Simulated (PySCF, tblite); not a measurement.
# C4H7ClOSi: geometry, infrared bands and NMR shifts

What infrared bands and NMR shifts should C4H7ClOSi (`C=C1CO[Si@@]1(C)Cl`) show?

The runs use tblite 0.8.0 and PySCF 2.14.0, with density-fitted response routines of our own; the level of theory stands in each step. All values are computed, except where a source is named. Atoms count from 0, in the outputs and in this text.

## Step 1: The molecule as given

14 atoms, charge 0, multiplicity 1; geometry from: force field or distance geometry start.

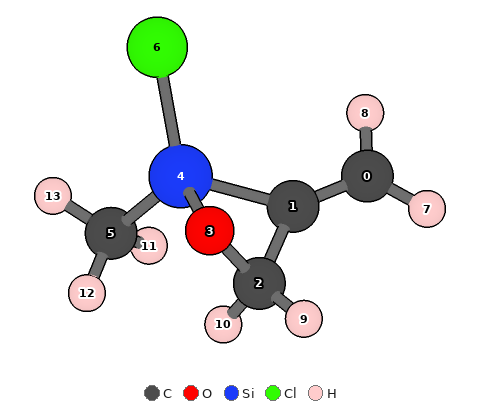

As it starts; carbon dark grey, oxygen red, silicon blue, chlorine green, hydrogen pink, atoms numbered; sticks join atoms by distance.

## Step 2: Optimising the geometry with GFN2-xTB

The job: settings as JSON, then the geometry in Å.

```
{"job": {"kind": "relax", "xc": "GFN2-xTB", "basis": "xTB"}, "charge": 0, "multiplicity": 1}
C      2.182000     0.593400    -0.461500
C      1.061900     0.054600     0.018400
C      0.524300    -1.294100     0.362000
O      0.007400    -0.763400     1.551200
Si    -0.587500     0.543700     0.659100
C     -1.976100     0.173200    -0.504600
Cl    -0.660700     2.372400     1.641600
H      3.051500     0.037900    -0.760600
H      2.183900     1.685000    -0.550300
H      1.256200    -2.071700     0.614900
H     -0.232800    -1.625100    -0.379900
H     -1.587400     0.285400    -1.547500
H     -2.378200    -0.846900    -0.321200
H     -2.845100     0.855100    -0.343500
```

Launch:

```bash
$ OMP_NUM_THREADS=1 python probes_run.py task.json out
```

The driver reads the jobs from task.json and runs them one after another.

The program printed:

```text
step      E/eV     max force
  0    -610.80207    3.678
  1    -611.18951    2.724
  2    -611.38130    1.460
  3    -611.48259    0.923
  4    -611.56003    0.512
  5    -611.58271    0.556
  6    -611.63445    0.596
  7    -611.67583    0.513
  8    -611.72254    0.470
  9    -611.75399    0.419
 10    -611.78101    0.489
 11    -611.80677    0.494
 12    -611.83499    0.509
 13    -611.86277    0.393
 14    -611.88552    0.324
 15    -611.90414    0.375
 16    -611.92507    0.465
 17    -611.95137    0.466
 18    -611.97598    0.332
 19    -611.99443    0.335
 20    -612.01102    0.332
 21    -612.02556    0.384
 22    -612.03372    0.366
 23    -612.04729    0.217
 24    -612.05514    0.210
 25    -612.06086    0.218
 26    -612.06833    0.255
 27    -612.07482    0.262
 28    -612.08106    0.304
 29    -612.08926    0.317
 30    -612.10097    0.412
 31    -612.11331    0.438
 32    -612.12210    0.256
 33    -612.12663    0.145
 34    -612.12902    0.135
 35    -612.13051    0.173
 36    -612.13305    0.142
 37    -612.13490    0.117
 38    -612.13738    0.113
 39    -612.13915    0.129
 40    -612.14163    0.112
 41    -612.14309    0.079
 42    -612.14413    0.069
 43    -612.14510    0.081
 44    -612.14619    0.091
 45    -612.14715    0.083
 46    -612.14790    0.075
 47    -612.14853    0.061
 48    -612.14915    0.070
 49    -612.14963    0.069
 50    -612.14993    0.048
 51    -612.15011    0.042
 52    -612.15029    0.036
 53    -612.15052    0.041
 54    -612.15080    0.045
 55    -612.15110    0.043
 56    -612.15136    0.045
 57    -612.15162    0.045
 58    -612.15190    0.040
 59    -612.15223    0.050
 60    -612.15257    0.053
 61    -612.15284    0.041
 62    -612.15305    0.043
 63    -612.15324    0.039
 64    -612.15344    0.048
 65    -612.15365    0.052
 66    -612.15387    0.048
 67    -612.15414    0.053
 68    -612.15449    0.051
 69    -612.15492    0.052
 70    -612.15529    0.048
 71    -612.15552    0.033
 72    -612.15568    0.031
 73    -612.15586    0.040
 74    -612.15601    0.032
 75    -612.15609    0.020
 76    -612.15613    0.017
 77    -612.15616    0.015
 78    -612.15620    0.021
 79    -612.15628    0.025
 80    -612.15636    0.020
 81    -612.15641    0.021
 82    -612.15646    0.020
 83    -612.15651    0.018
 84    -612.15657    0.020
 85    -612.15661    0.016
 86    -612.15664    0.017
 87    -612.15667    0.017
 88    -612.15671    0.018
 89    -612.15680    0.026
 90    -612.15700    0.040
 91    -612.15736    0.055
 92    -612.15785    0.064
 93    -612.15849    0.064
 94    -612.15858    0.165
 95    -612.15921    0.101
 96    -612.15978    0.047
 97    -612.16023    0.060
 98    -612.16082    0.108
 99    -612.16130    0.062
100    -612.16182    0.062
101    -612.16247    0.064
102    -612.16346    0.094
103    -612.16528    0.188
104    -612.15043    0.610
105    -612.16709    0.134
106    -612.16802    0.063
107    -612.16958    0.083
108    -612.16992    0.059
109    -612.17026    0.042
110    -612.17040    0.031
111    -612.17048    0.020
112    -612.17054    0.026
113    -612.17059    0.017
114    -612.17063    0.029
115    -612.17071    0.033
116    -612.17084    0.038
117    -612.17101    0.039
118    -612.17121    0.030
119    -612.17143    0.026
120    -612.17157    0.037
121    -612.17159    0.049
122    -612.17170    0.029
123    -612.17173    0.011
124    -612.17174    0.004
```

Wall time 1.5 s (1 thread of Arm Neoverse N1, shared host); peak memory 0.18 GiB.

Relaxation path: (not every step is listed)

| step | energy from step 0 (eV) | largest force (eV/Å) |
| --- | --- | --- |
| 0 | 0.0000 | 3.6784 |
| 1 | -0.3874 | 2.7242 |
| 2 | -0.5792 | 1.4601 |
| 3 | -0.6805 | 0.9228 |
| 4 | -0.7580 | 0.5124 |
| 5 | -0.7806 | 0.5564 |
| 6 | -0.8324 | 0.5958 |
| 7 | -0.8738 | 0.5127 |
| 8 | -0.9205 | 0.4704 |
| 19 | -1.1924 | 0.3347 |
| 30 | -1.2989 | 0.4118 |
| 41 | -1.3410 | 0.0788 |
| 52 | -1.3482 | 0.0364 |
| 63 | -1.3512 | 0.0393 |
| 74 | -1.3539 | 0.0317 |
| 85 | -1.3545 | 0.0159 |
| 96 | -1.3577 | 0.0474 |
| 107 | -1.3675 | 0.0827 |
| 118 | -1.3691 | 0.0300 |
| 119 | -1.3694 | 0.0258 |
| 120 | -1.3695 | 0.0366 |
| 121 | -1.3695 | 0.0494 |
| 122 | -1.3696 | 0.0286 |
| 123 | -1.3697 | 0.0114 |
| 124 | -1.3697 | 0.0041 |

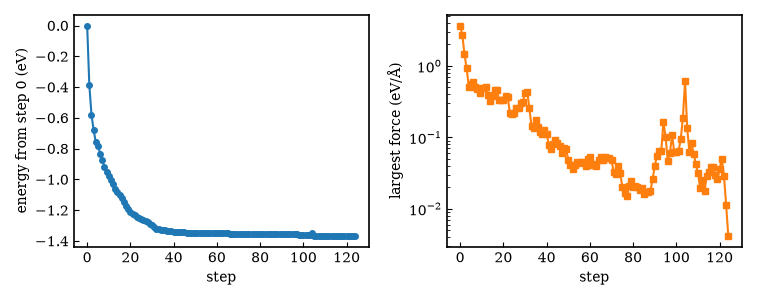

Energy and largest force along the relaxation.

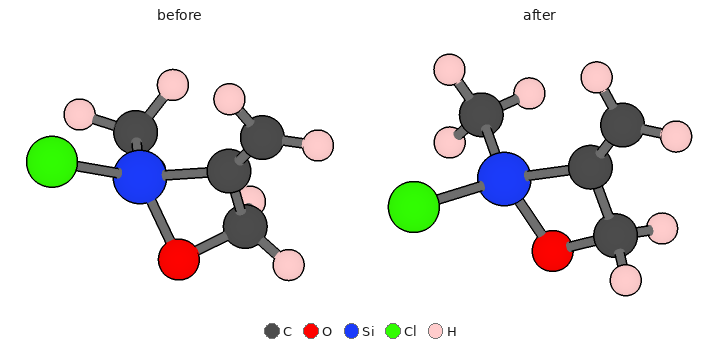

Before and after, at one scale.

Close pairs (by a distance rule), those that changed most:

| bond | before (Å) | after (Å) | change (Å) |
| --- | --- | --- | --- |
| Si4–Cl6 | 2.077 | 2.017 | -0.060 |
| C1–Si4 | 1.836 | 1.894 | +0.058 |
| Si4–C5 | 1.849 | 1.893 | +0.044 |
| C5–H11 | 1.119 | 1.085 | -0.033 |
| C2–O3 | 1.401 | 1.434 | +0.033 |
| C5–H13 | 1.116 | 1.085 | -0.032 |
| C5–H12 | 1.112 | 1.086 | -0.025 |
| O3–Si4 | 1.691 | 1.668 | -0.023 |

The next job starts from the end point, and lists it.

## Step 3: Infrared spectrum with GFN2-xTB

The job: settings as JSON, then the geometry in Å.

```
{"job": {"kind": "ir", "xc": "GFN2-xTB", "basis": "xTB"}, "charge": 0, "multiplicity": 1}
C      2.049336     0.606831    -0.660852
C      1.051975     0.028932    -0.022211
C      0.926538    -1.354233     0.556277
O     -0.394338    -1.248885     1.103726
Si    -0.708063     0.315044     0.616404
C     -2.153257     0.497409    -0.592954
Cl    -0.953914     1.562288     2.182427
H      2.976791     0.089817    -0.856647
H      1.980506     1.622339    -1.011745
H      1.637714    -1.575475     1.354059
H      0.950704    -2.151984    -0.188341
H     -1.989597    -0.066033    -1.505976
H     -3.070575     0.135471    -0.137455
H     -2.304498     1.538007    -0.858879
```

The program printed:

```text
mode    cm-1     km/mol
  1      74.9      0.59
  2      91.7      0.05
  3     109.2      0.34
  4     148.9      5.47
  5     167.9      2.70
  6     200.9      9.48
  7     313.6     13.25
  8     367.9     25.87
  9     439.0     38.43
 10     571.0     82.80
 11     642.1     37.71
 12     652.6     25.91
 13     751.2     78.98
 14     820.1     61.22
 15     824.1    113.47
 16     862.8    242.36
 17     909.6     29.36
 18     929.8      5.75
 19     974.4      7.45
 20    1010.0     69.86
 21    1124.7      0.90
 22    1139.5      5.35
 23    1247.3      6.79
 24    1369.9     26.07
 25    1407.1      0.59
 26    1454.7      1.66
 27    1466.6      3.23
 28    1469.3      0.19
 29    1743.1      5.41
 30    2947.0     36.72
 31    2965.2     41.51
 32    3040.5     11.49
 33    3050.7     10.29
 34    3060.6     17.61
 35    3071.0     37.21
 36    3117.2     22.52
```

Run time: 0.81 s. Hardware: 1 thread of Arm Neoverse N1, shared host; peak memory 0.18 GiB.

Which atoms move in the most intense modes:

| cm⁻¹ | km/mol | atoms |
| --- | --- | --- |
| 439 | 38.4 | Cl6 29 %, Si4 17 %, C5 15 %, C1 12 % |
| 571 | 82.8 | Si4 33 %, O3 16 %, C0 14 % |
| 751 | 79.0 | O3 35 %, C5 26 %, Si4 23 % |
| 820 | 61.2 | H11 21 %, Si4 18 %, C5 18 %, H13 16 % |
| 824 | 113.5 | H12 40 %, H11 18 %, C5 15 %, H13 12 % |
| 863 | 242.4 | Si4 27 %, H13 20 %, H11 15 %, O3 15 % |
| 1010 | 69.9 | C2 50 %, O3 44 % |
| 2965 | 41.5 | H9 56 %, H10 40 % |

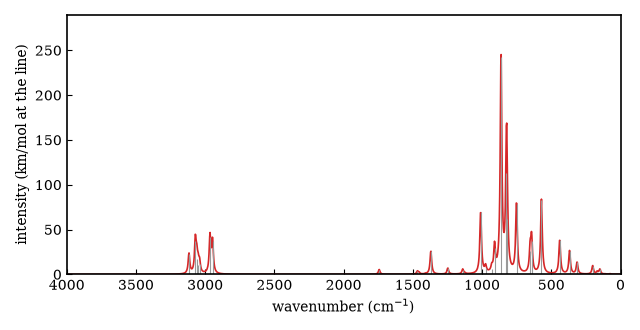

The infrared spectrum from these modes, unscaled. Lines are broadened to a width of 14 cm⁻¹ (Lorentzian).

## Step 4: Nuclear shieldings: PBE0/pcSseg-1

Settings changed since step 3:

```diff
@@ -1,2 +1,2 @@
-{"job": {"kind": "ir", "xc": "GFN2-xTB", "basis": "xTB"}, "charge": 0, "multiplicity": 1}
+{"job": {"kind": "nmr", "xc": "PBE0", "basis": "pcSseg-1"}, "charge": 0, "multiplicity": 1}
 C      2.049336     0.606831    -0.660852
```

Level: GIAO PBE0/pcSseg-1 NMR shielding, non-relativistic, gas phase.

The program printed:

```text
coarse grid: 13024 points
cycle   1  E = -980.8455805812  dE =  9.625e-01  |g| = 7.513e-01  |ddm| = 3.484e+00
cycle   2  E = -980.7101466351  dE =  1.354e-01  |g| = 1.143e+00  |ddm| = 1.888e+00
cycle   3  E = -980.9552481930  dE = -2.451e-01  |g| = 1.525e-01  |ddm| = 1.354e+00
cycle   4  E = -980.9600311555  dE = -4.783e-03  |g| = 3.338e-02  |ddm| = 1.682e-01
cycle   5  E = -980.9602794825  dE = -2.483e-04  |g| = 7.804e-03  |ddm| = 3.662e-02
cycle   6  E = -980.9602932379  dE = -1.376e-05  |g| = 3.324e-03  |ddm| = 1.133e-02
cycle   7  E = -980.9602953897  dE = -2.152e-06  |g| = 1.436e-03  |ddm| = 3.488e-03
final grid: 117320 points
cycle   8  E = -981.0109278761  dE = -2.263e-05  |g| = 1.122e-02  |ddm| = 2.164e-02
cycle   9  E = -981.0108969223  dE =  3.095e-05  |g| = 1.687e-02  |ddm| = 2.212e-02
cycle  10  E = -981.0109530914  dE = -5.617e-05  |g| = 1.870e-03  |ddm| = 1.470e-02
cycle  11  E = -981.0109538047  dE = -7.133e-07  |g| = 2.661e-04  |ddm| = 1.598e-03
cycle  12  E = -981.0109538178  dE = -1.314e-08  |g| = 1.118e-04  |ddm| = 3.259e-04
cycle  13  E = -981.0109538207  dE = -2.813e-09  |g| = 3.805e-05  |ddm| = 1.258e-04
cycle  14  E = -981.0109538210  dE = -3.251e-10  |g| = 7.997e-06  |ddm| = 3.938e-05
converged SCF energy = -981.0109538210

GIAO shielding tensors (ppm)
atom      isotropic    diamagn.    paramagn.     s11        s22        s33       span
  0 C       58.985     254.393    -195.408    -53.428     62.812    167.572    221.000
  1 C       19.165     261.529    -242.363    -68.360     14.214    111.642    180.002
  2 C      111.394     248.727    -137.333     86.873     96.435    150.875     64.002
  3 O      243.646     396.962    -153.316    182.363    236.281    312.293    129.930
  4 Si     323.647     879.339    -555.692    276.122    330.685    364.136     88.014
  5 C      180.160     255.370     -75.210    168.603    176.870    195.008     26.405
  6 Cl     850.679    1148.794    -298.115    724.864    861.003    966.171    241.307
  7 H       25.896      29.783      -3.887     22.816     25.220     29.651      6.835
  8 H       25.936      31.277      -5.341     22.451     25.176     30.181      7.730
  9 H       26.625      29.103      -2.478     22.920     25.336     31.618      8.698
 10 H       26.637      30.179      -3.542     23.259     25.487     31.166      7.907
 11 H       31.213      31.957      -0.744     26.776     28.712     38.152     11.375
 12 H       30.977      28.822       2.156     27.069     28.630     37.233     10.164
 13 H       31.356      30.053       1.303     27.068     29.453     37.547     10.478
```

It took 40 s on 1 thread of Arm Neoverse N1, shared host; peak memory 0.75 GiB.

The references, computed at this level on geometries of the same kind, shield at (ppm): ¹H TMS 31.72, ¹³C TMS 186.9, ²⁹Si TMS 349.2, ¹⁷O H2O 336.1, ³⁵Cl HCl 950. Their shielding less the atom's gives the shift. The references are single molecules in the gas phase, so shifts against H2O, NH3, PH3, H3PO4 or CFCl3 are not on the usual liquid scales and can be off by tens of ppm. Atoms listed in one row are averaged.

| atoms | environment | σ (ppm) | δ (ppm) | δ scaled to CDCl3 |
| --- | --- | --- | --- | --- |
| C1 | fully substituted alkene carbon | 19.2 | 167.8 | 161.8 |
| C0 | terminal =CH2 carbon | 59.0 | 127.9 | 123.0 |
| C2 | allylic sp3 CH2 bonded to O | 111.4 | 75.5 | 71.8 |
| C5 | methyl carbon bonded to Si | 180.2 | 6.8 | 4.7 |
| H7 | hydrogen on a terminal =CH2 carbon | 25.90 | 5.82 | 5.59 |
| H8 | hydrogen on a terminal =CH2 carbon | 25.94 | 5.78 | 5.56 |
| H9 | hydrogen on an allylic sp3 CH2 bonded to O | 26.62 | 5.09 | 4.91 |
| H10 | hydrogen on an allylic sp3 CH2 bonded to O | 26.64 | 5.08 | 4.89 |
| H11, H12, H13 | hydrogen on a methyl carbon bonded to Si | 31.18 | 0.53 | 0.61 |
| O3 | oxygen bonded to C, Si, in a 4-membered ring | 243.6 | 92.4 | – |
| Si4 | silicon bonded to 2 C, Cl, O, in a 4-membered ring | 323.6 | 25.5 | – |
| Cl6 | chlorine bonded to Si | 851 | 99 | – |

The scaled column applies a straight-line fit of computed shieldings to shifts measured in CDCl3, with any fitted terms for Cl, Br or S neighbours (root-mean-square error 0.16 ppm for H, 1.9 ppm for C).

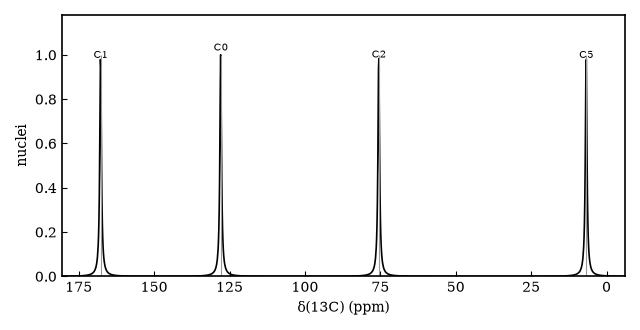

¹³C lines at the computed shifts, without couplings. Lines are broadened to a width of 0.64 ppm (Lorentzian).

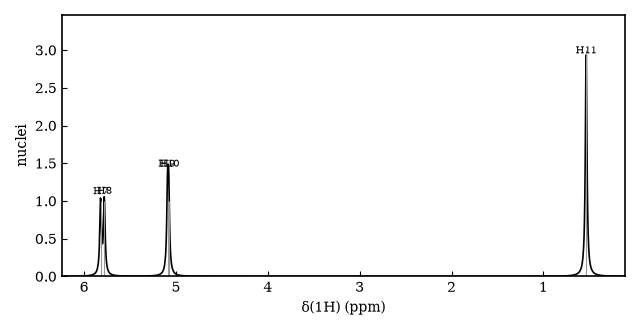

¹H lines at the computed shifts, without couplings. Lines are broadened to a width of 0.02 ppm (Lorentzian).

The run also stored atomic charges by several schemes (e):

| atoms | Mulliken | IAO | Hirshfeld | ESP fit |
| --- | --- | --- | --- | --- |
| C0 | -0.05 | -0.29 | -0.09 | -0.46 |
| C1 | -0.60 | -0.29 | -0.10 | -0.13 |
| C2 | 0.14 | -0.06 | 0.00 | 0.03 |
| O3 | -0.59 | -0.67 | -0.26 | -0.49 |
| Si4 | 1.07 | 1.23 | 0.44 | 0.79 |
| C5 | -0.63 | -0.74 | -0.21 | -0.66 |
| Cl6 | -0.30 | -0.30 | -0.12 | -0.21 |

Mulliken charges:

C0 -0.05; C1 -0.60; C2 0.14; O3 -0.59; Si4 1.07; C5 -0.63; Cl6 -0.30; H7 0.11; H8 0.12; H9 0.14; H10 0.13; H11 0.15; H12 0.16; H13 0.15

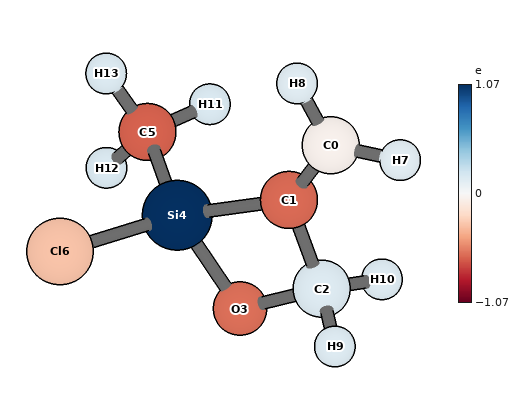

Mulliken charges, as colours on the atoms.

Mayer bond orders: C0–C1 1.95, C1–C2 1.04, C2–O3 0.90, O3–Si4 1.04, Si4–C5 0.97, Si4–Cl6 1.03, Si4–C1 0.84.

Ring of atoms C1, C2, O3, Si4: NICS(0) -0.9, NICS(1) -1.1, NICS(1)zz 0.3 ppm (means of both faces).

## Step 5: Summary of results

```
                                                              quantity                             value
                             strongest single infrared mode (GFN2-xTB)              863 cm⁻¹, 242 km/mol
                                          zero-point energy (GFN2-xTB)                     63.7 kcal/mol
                                ¹³C shifts against TMS (PBE0/pcSseg-1)       167.8, 127.9, 75.5, 6.8 ppm
¹H shifts against TMS (PBE0/pcSseg-1, means over atoms taken as alike)  5.82, 5.78, 5.09, 5.08, 0.53 ppm
                                ¹⁷O shifts against H2O (PBE0/pcSseg-1)                          92.4 ppm
                               ²⁹Si shifts against TMS (PBE0/pcSseg-1)                          25.5 ppm
                               ³⁵Cl shifts against HCl (PBE0/pcSseg-1)                            99 ppm
```

In words: The optimisation took 124 steps and gained 1.370 eV; among the close pairs (by a distance rule), Si4–Cl6 changed most, from 2.077 to 2.017 Å. All 36 modes are real, so the xTB geometry is a minimum. The strongest single mode, at 863 cm⁻¹, is spread over several atoms, Si4, H13, H11, O3 among them. GFN2-xTB is a fitted tight-binding method: band positions and strengths are rough. Its intensities can rank the bands wrongly. At PBE0/pcSseg-1: The widest tensor belongs to Cl6: span 241 ppm, with a paramagnetic part of -298 ppm.
